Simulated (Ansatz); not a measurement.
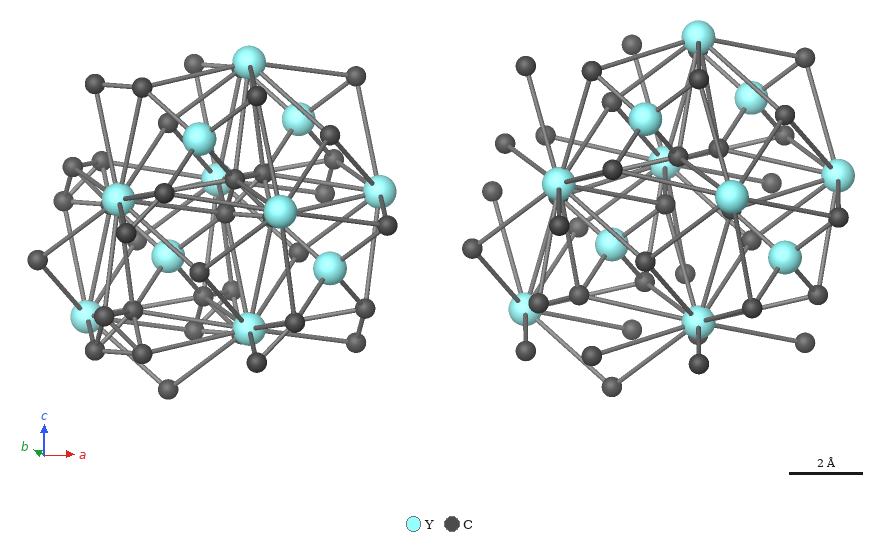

Two geometries of solid Y2C5 (a generated structure, set up in F-43m) (coarse preliminary run), drawn at one scale. One is the start of a relaxation, the other its converged end. The picture is a ball-and-stick view of the atoms within 5.8 Å of the atom that moves most (axes of the conventional cell (4 times the calculation's cell)), seen slightly off an axis. Lengths and directions refer to the drawn axes.

All numbers below come from DFT PBE, scalar-relativistic, plane waves, PAW in Ansatz 0.2.0. Set-up: plane-wave cutoff 420 eV; k-point mesh 4 × 4 × 4; occupations gaussian; smearing width 0.1 eV; no spin polarisation; cell and atoms relaxed; force threshold 0.04 eV/Å; at most 70 steps.

Which geometry has the lower energy?

Answer. The left one is the relaxed one. Over 6 accepted moves (7 points after the start) the energy falls by 8.294 eV per cell of the calculation. The largest force component goes from 4.2 to 0.00053 eV/Å. Pressure: −10.62 GPa at the start and −0.20 GPa at the end. At 1 point the geometry stayed and the basis and grid were re-selected for the new cell (energy shift of 13.1 meV per cell of the calculation at most each time). The largest moves relative to the cell, 0.29 Å, are those of C atoms. Y stays in place. Cell: a = b = c 7.911 → 7.397 Å (−6.5 %). Volume −18.3 %. Some distances before and after: C–C 2.134 → 1.525 Å, Y–Y 3.426 → 3.203 Å, C–Y 3.426 → 3.203 Å, C–Y 2.119 → 2.269 Å. New bonds form: C–C (2.13 → 1.53 Å). The space group stays F-43m (No. 216).
